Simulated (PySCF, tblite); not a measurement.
# C8H5FN2: vibronic structure

What do calculations give for the vibronic structure of C8H5FN2 (`Fc1cnc2ccccc2n1`)?

Programs: tblite 0.8.0 and PySCF 2.14.0, with routines of our own; each step states its level. All values are computed. Atoms count from 0.

## 1. The system as given

16 atoms, charge 0, multiplicity 1; geometry from: force field or distance geometry start.

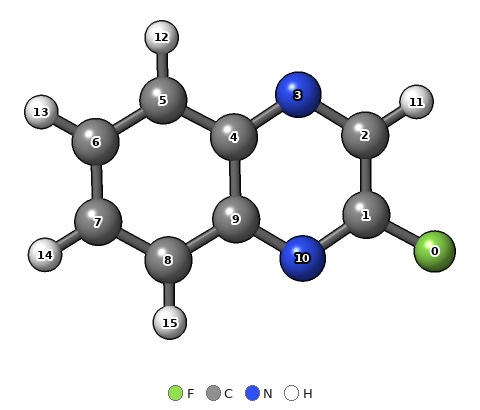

The starting geometry (fluorine green, carbon grey, nitrogen blue, hydrogen white).

## 2. Geometry optimisation with GFN2-xTB

The job: settings as JSON, then the geometry in Å.

```
{"job": {"kind": "relax", "xc": "GFN2-xTB", "basis": "xTB"}, "charge": 0, "multiplicity": 1}
F      3.709500    -1.114200    -0.311300
C      2.496500    -0.530300    -0.163500
C      2.439400     0.795600     0.198900
N      1.251900     1.451900     0.361500
C      0.140300     0.702800     0.189300
C     -1.113000     1.290000     0.338600
C     -2.281600     0.562800     0.152000
C     -2.200800    -0.777300    -0.191300
C     -0.953000    -1.386600    -0.357800
C      0.215300    -0.669600    -0.173200
N      1.399500    -1.292900    -0.347900
H      3.324400     1.382400     0.346300
H     -1.171300     2.342500     0.626400
H     -3.244800     1.039100     0.283400
H     -3.117500    -1.354100    -0.341100
H     -0.902600    -2.432900    -0.621800
```

Run with:

```console
OMP_NUM_THREADS=1 python excited_run.py task.json out
```

The driver reads the jobs from task.json and runs them one after another.

The program printed:

```text
step      E/eV     max force
  0    -822.74355    3.002
  1    -822.94407    1.097
  2    -822.97423    0.377
  3    -822.98003    0.264
  4    -822.98829    0.154
  5    -822.99070    0.132
  6    -822.99272    0.094
  7    -822.99346    0.062
  8    -822.99387    0.051
  9    -822.99405    0.037
 10    -822.99416    0.028
 11    -822.99422    0.021
 12    -822.99427    0.018
 13    -822.99431    0.014
 14    -822.99433    0.011
 15    -822.99434    0.007
```

It took 0.17 s on 1 thread of Arm Neoverse N1, shared host.

Step by step:

```csv
step,energy from step 0 (eV),largest force (eV/Å)
0,0.0000,3.0016
1,-0.2005,1.0973
2,-0.2307,0.3769
3,-0.2365,0.2643
4,-0.2447,0.1544
5,-0.2471,0.1316
6,-0.2492,0.0936
7,-0.2499,0.0620
8,-0.2503,0.0506
9,-0.2505,0.0368
10,-0.2506,0.0284
11,-0.2507,0.0213
12,-0.2507,0.0185
13,-0.2508,0.0136
14,-0.2508,0.0111
15,-0.2508,0.0067
```

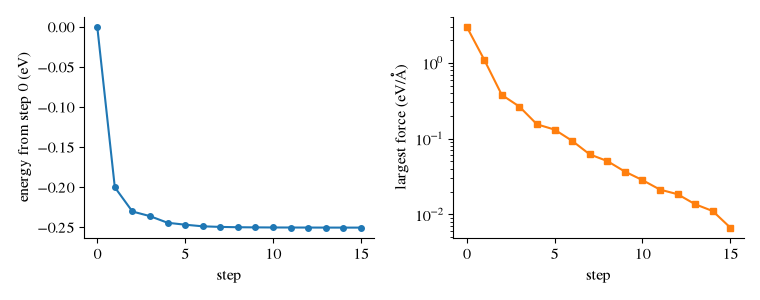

Energy and force, step by step.

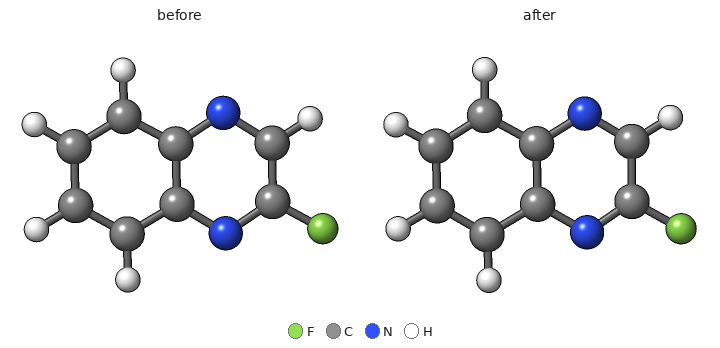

The geometry before (left) and after (right).

Close pairs (by a distance rule), those that changed most:

```csv
bond,before (Å),after (Å),change (Å)
C2–N3,1.367,1.302,-0.065
C1–N10,1.349,1.295,-0.053
C1–C2,1.376,1.414,+0.038
C7–C8,1.399,1.368,-0.030
C8–C9,1.383,1.407,+0.023
C5–C6,1.389,1.368,-0.021
C6–C7,1.386,1.405,+0.020
F0–C1,1.354,1.337,-0.017
```

The final coordinates are the input of the step that follows.

## 3. Infrared spectrum with GFN2-xTB

The job: settings as JSON, then the geometry in Å.

```
{"job": {"kind": "ir", "xc": "GFN2-xTB", "basis": "xTB"}, "charge": 0, "multiplicity": 1}
F      3.653352    -1.123276    -0.316385
C      2.460975    -0.539307    -0.155690
C      2.412504     0.827285     0.202336
N      1.268570     1.426830     0.365756
C      0.142637     0.701102     0.181994
C     -1.117429     1.307430     0.346847
C     -2.253598     0.569496     0.157745
C     -2.181296    -0.788672    -0.196337
C     -0.972701    -1.408313    -0.361482
C      0.213250    -0.674689    -0.177455
N      1.412543    -1.276565    -0.342404
H      3.315470     1.402863     0.348621
H     -1.149825     2.349939     0.621592
H     -3.223009     1.028668     0.281056
H     -3.096417    -1.344441    -0.337167
H     -0.892625    -2.449405    -0.630439
```

The program printed:

```text
mode    cm-1     km/mol
  1     101.3      0.23
  2     156.5      1.82
  3     279.3      0.54
  4     290.9      2.37
  5     371.6     19.75
  6     438.9      5.86
  7     442.7      4.69
  8     447.4      9.82
  9     498.1      5.12
 10     511.2      0.76
 11     584.2      5.67
 12     627.7      5.47
 13     709.5      8.98
 14     755.3      2.84
 15     771.7     28.84
 16     802.8      4.10
 17     866.3     15.09
 18     877.7      6.45
 19     883.0      0.96
 20     919.5      1.38
 21     933.0      0.05
 22    1002.8     32.79
 23    1056.0      0.67
 24    1127.1     14.04
 25    1162.2     16.10
 26    1168.4     61.24
 27    1224.0     73.11
 28    1235.3     68.65
 29    1309.3    132.83
 30    1327.5     67.98
 31    1355.7      7.31
 32    1401.1     20.89
 33    1445.3     11.51
 34    1499.9     16.63
 35    1555.1     49.64
 36    1563.7      4.50
 37    1606.7      5.41
 38    3074.2      8.93
 39    3084.9      5.11
 40    3093.2     26.24
 41    3107.0     21.21
 42    3110.5     10.96
```

Run time: 0.89 s. Hardware: 1 thread of Arm Neoverse N1, shared host.

Which atoms move in the most intense modes:

```csv
cm⁻¹,km/mol,atoms
772,28.8,"H13 21 %, H14 20 %, H12 14 %, H15 14 %"
1003,32.8,"C2 38 %, N10 22 %"
1168,61.2,"H11 36 %, H12 18 %, C1 12 %, H13 11 %"
1224,73.1,"C4 28 %, H13 22 %, C1 10 %"
1235,68.7,"C9 17 %, H15 15 %, H14 15 %, H12 14 %"
1309,132.8,"C4 18 %, C1 17 %, N10 14 %, C9 10 %"
1328,68.0,"C9 24 %, H11 12 %"
1555,49.6,"C2 24 %, N3 23 %, N10 16 %, C1 15 %"
```

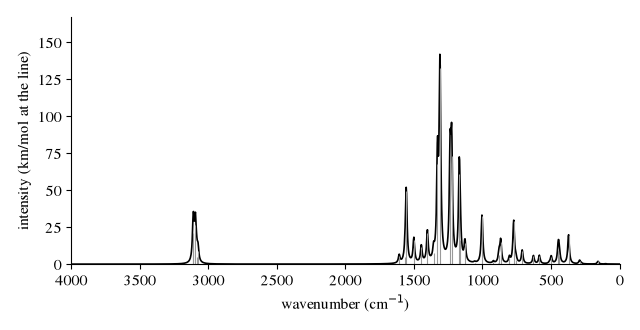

The infrared spectrum from these modes, unscaled. Lines are broadened to a width of 14 cm⁻¹ (Lorentzian).

## 4. Vibronic structure: TDDFT BHandHLYP/6-31G*

The job, as its differences from that of step 3:

```diff
@@ -1,2 +1,2 @@
-{"job": {"kind": "ir", "xc": "GFN2-xTB", "basis": "xTB"}, "charge": 0, "multiplicity": 1}
+{"job": {"kind": "vib", "xc": "BHandHLYP", "basis": "6-31G*", "tda": false}, "charge": 0, "multiplicity": 1}
 F      3.653352    -1.123276    -0.316385
```

Method: TDDFT BHandHLYP/6-31G* vertical-gradient vibronic structure (displaced harmonic oscillators, Condon), gas phase.

The program printed:

```text
final grid: 69344 points
cycle   1  E = -516.8110744032  dE =  2.804e+00  |g| = 6.613e-01  |ddm| = 4.555e+00
cycle   2  E = -516.7998879726  dE =  1.119e-02  |g| = 7.536e-01  |ddm| = 1.144e+00
cycle   3  E = -516.9121182597  dE = -1.122e-01  |g| = 6.942e-02  |ddm| = 6.274e-01
cycle   4  E = -516.9130381706  dE = -9.199e-04  |g| = 4.966e-02  |ddm| = 1.177e-01
cycle   5  E = -516.9136471456  dE = -6.090e-04  |g| = 6.949e-03  |ddm| = 5.079e-02
cycle   6  E = -516.9136600288  dE = -1.288e-05  |g| = 3.520e-03  |ddm| = 1.231e-02
cycle   7  E = -516.9136636150  dE = -3.586e-06  |g| = 1.099e-03  |ddm| = 4.636e-03
cycle   8  E = -516.9136641307  dE = -5.157e-07  |g| = 4.801e-04  |ddm| = 2.000e-03
cycle   9  E = -516.9136642148  dE = -8.406e-08  |g| = 1.881e-04  |ddm| = 7.647e-04
cycle  10  E = -516.9136642272  dE = -1.236e-08  |g| = 7.634e-05  |ddm| = 2.977e-04
cycle  11  E = -516.9136642298  dE = -2.683e-09  |g| = 2.851e-05  |ddm| = 1.306e-04
cycle  12  E = -516.9136642304  dE = -5.430e-10  |g| = 9.914e-06  |ddm| = 6.298e-05
converged SCF energy = -516.9136642304

Singlet excitations (eV, f): 4.432 (0.0038)  4.702 (0.0616)  4.876 (0.0913)  5.966 (0.0000)  6.299 (0.6312)  6.313 (0.0001)

State S1  4.4322 eV  f = 0.00381  H-2->L 0.93
  relaxed dipole 1.935 D, largest gradient of the excitation energy 0.0556 Eh/bohr
  mode    cm-1        S   lambda/meV  Raman
   32   1401.1    0.5107      88.7   1.000
    6    438.9    1.3549      73.7   0.260
   31   1355.7    0.2765      46.5   0.507
   13    709.5    0.4554      40.1   0.229
   10    511.2    0.3226      20.4   0.084
   11    584.2    0.2392      17.3   0.081
   29   1309.3    0.0621      10.1   0.106
   18    877.7    0.0784       8.5   0.060
    7    442.7    0.1431       7.9   0.028
   26   1168.4    0.0451       6.5   0.061
   28   1235.3    0.0418       6.4   0.064
   23   1056.0    0.0399       5.2   0.044
  reorganisation energy 0.3388 eV, total S 3.634, 0-0 4.0935 eV
  absorption maximum 4.321 eV, width 0.484 eV

State S3  4.8763 eV  f = 0.09125  H-1->L 0.70, H->L+1 0.16, H->L 0.12
  relaxed dipole 4.076 D, largest gradient of the excitation energy 0.0506 Eh/bohr
  mode    cm-1        S   lambda/meV  Raman
   32   1401.1    0.4031      70.0   1.000
   36   1563.7    0.2030      39.4   0.627
   11    584.2    0.3521      25.5   0.152
   16    802.8    0.2196      21.9   0.179
   31   1355.7    0.1180      19.8   0.274
   30   1327.5    0.1034      17.0   0.230
   27   1224.0    0.1100      16.7   0.208
   37   1606.7    0.0735      14.6   0.240
   35   1555.1    0.0682      13.1   0.208
    6    438.9    0.0948       5.2   0.023
    7    442.7    0.0683       3.7   0.017
   26   1168.4    0.0203       2.9   0.035
  reorganisation energy 0.2632 eV, total S 1.952, 0-0 4.6131 eV
  absorption maximum 4.787 eV, width 0.394 eV

State S5  6.2985 eV  f = 0.63115  H->L+1 0.59, H-1->L+2 0.16, H-1->L 0.15
  relaxed dipole 3.376 D, largest gradient of the excitation energy 0.0257 Eh/bohr
  mode    cm-1        S   lambda/meV  Raman
   16    802.8    0.3653      36.4   1.000
   11    584.2    0.4535      32.8   0.657
   23   1056.0    0.1013      13.3   0.480
   13    709.5    0.1288      11.3   0.275
   10    511.2    0.1280       8.1   0.142
    7    442.7    0.0905       5.0   0.075
   32   1401.1    0.0254       4.4   0.211
   36   1563.7    0.0199       3.9   0.207
   35   1555.1    0.0139       2.7   0.143
   29   1309.3    0.0165       2.7   0.120
   31   1355.7    0.0156       2.6   0.122
   22   1002.8    0.0111       1.4   0.048
  reorganisation energy 0.1304 eV, total S 1.430, 0-0 6.1681 eV
  absorption maximum 6.168 eV, width 0.208 eV

State T1  3.1824 eV  f = 0.00000  H->L 0.74
  relaxed dipole 3.424 D, largest gradient of the excitation energy 0.0617 Eh/bohr
  mode    cm-1        S   lambda/meV  Raman
   36   1563.7    1.2267     237.8   1.000
   32   1401.1    0.7083     123.0   0.464
   27   1224.0    0.2132      32.4   0.107
   31   1355.7    0.0978      16.4   0.060
   10    511.2    0.2211      14.0   0.019
   35   1555.1    0.0641      12.4   0.052
   30   1327.5    0.0708      11.6   0.042
   28   1235.3    0.0736      11.3   0.037
    6    438.9    0.1906      10.4   0.012
   11    584.2    0.1028       7.4   0.012
   22   1002.8    0.0445       5.5   0.015
   34   1499.9    0.0264       4.9   0.020
  reorganisation energy 0.5031 eV, total S 3.224, 0-0 2.6792 eV
  absorption maximum 3.051 eV, width 0.604 eV
```

Wall time 95 s (1 thread of Arm Neoverse N1, shared host); peak memory 0.97 GiB.

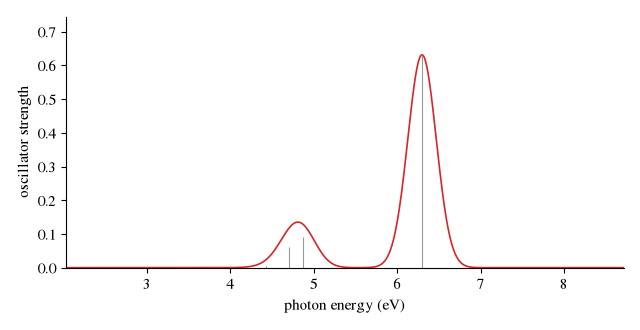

Absorption lines of the singlets. Lines are broadened to a width of 0.40 eV (Gaussian).

Orbitals, density, ELF and potential are computed afterwards from the orbital file.

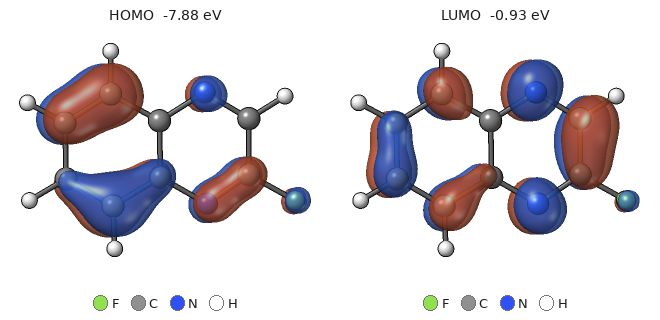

BHandHLYP/6-31G* orbitals near the gap, drawn at the value that encloses 70 % of each; the two colours are the two signs.

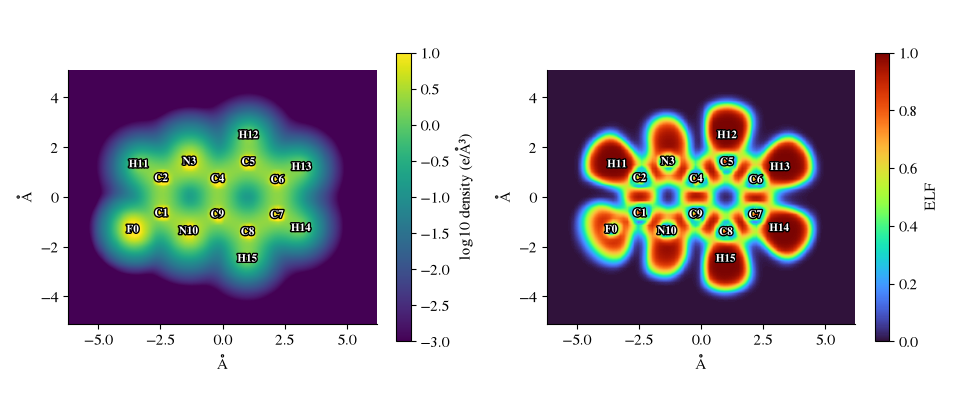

Density (left) and ELF (right) in a plane through or near 16 of the atoms.

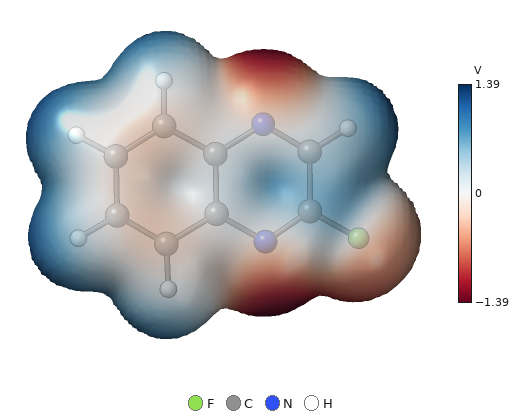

Electrostatic potential on the surface of density 0.002 e/bohr³; red is low, blue high. It runs, from the 1st to the 99th percentile, from -1.39 V near N10 to 1.12 V near H11.

## 5. Summary of results

| quantity | value |
| --- | --- |
| strongest single infrared mode (GFN2-xTB) | 1309 cm⁻¹, 133 km/mol |
| zero-point energy (GFN2-xTB) | 69.7 kcal/mol |
| S1: vertical, reorganisation, 0-0, total S (step 4, TDDFT BHandHLYP/6-31G*, modes from GFN2-xTB) | 4.43, 0.34, 4.09 eV; 3.6 |
| S3: vertical, reorganisation, 0-0, total S (step 4, TDDFT BHandHLYP/6-31G*, modes from GFN2-xTB) | 4.88, 0.26, 4.61 eV; 2.0 |
| S5: vertical, reorganisation, 0-0, total S (step 4, TDDFT BHandHLYP/6-31G*, modes from GFN2-xTB) | 6.30, 0.13, 6.17 eV; 1.4 |
| surface potential, 1st and 99th percentile | -1.39 V and 1.12 V |

What this shows: No mode is imaginary among the 42: a minimum at this level. The strongest single mode, at 1309 cm⁻¹, is spread over several atoms, C4, C1, N10, C9 among them. Unscaled tight-binding wavenumbers are off by several per cent, some by more. Its intensities can rank the bands wrongly. Some states lie very close; unless symmetry makes them partners, their order is unsure. The vibronic model keeps the ground-state modes (from xTB) and shifts them along the gradient alone, so it can miss much of the relaxation that a full optimisation finds. By nearest atom (BHandHLYP/6-31G*), the HOMO sits on C5, C8 about 22 % each; C6 15 % and the LUMO on N3 21 %; N10 16 %.
